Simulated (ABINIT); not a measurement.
Band structure of Na (Im-3m, 1 atom in the cell).

```
CELL_PARAMETERS angstrom
     -2.08298     2.08298     2.08298
      2.08298    -2.08298     2.08298
      2.08298     2.08298    -2.08298
ATOMIC_POSITIONS crystal
  Na 0.00000 0.00000 0.00000
```

Computed with PBE, norm-conserving pseudopotentials (PseudoDojo nc-sr-05 PBE standard) (plane waves; ABINIT).

Settings: pseudos = [Na.upf]; ecut = 1197 eV; ixc = 11; occopt = 3; tsmear = 0.00367493 Ha; ngkpt = 8 8 8; nshiftk = 1; shiftk = 0 0 0; potentials = PseudoDojo nc-sr-05 PBE standard; kptopt = 1; nstep = 100; tolvrs1 = 1e-10; ndtset = 2.

The starting cell comes from a database of computed structures (which also holds hypothetical and non-ambient phases and stackings), without a prior relaxation at this level. Its lattice was rescaled by a random factor within 2.5 % of one.

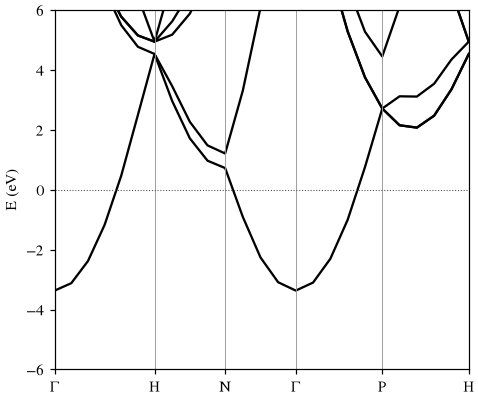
*Bands along the path, energies from the Fermi level.*

Levels in eV from the Fermi level, bands 1 to 8:
| point | 1 | 2 | 3 | 4 | 5 | 6 | 7 | 8 |
|---|---|---|---|---|---|---|---|---|
| Γ | -53.02 | -24.94 | -24.94 | -24.94 | -3.37 | 11.91 | 11.91 | 11.91 |
| H | -53.02 | -24.96 | -24.96 | -24.96 | 4.53 | 4.53 | 4.94 | 4.94 |
| N | -53.02 | -24.98 | -24.95 | -24.94 | 0.72 | 1.21 | 8.30 | 9.29 |
| P | -53.02 | -24.96 | -24.96 | -24.96 | 2.71 | 2.71 | 2.71 | 4.45 |

Bands cross the Fermi level along this path, so the cell is metallic at this level.
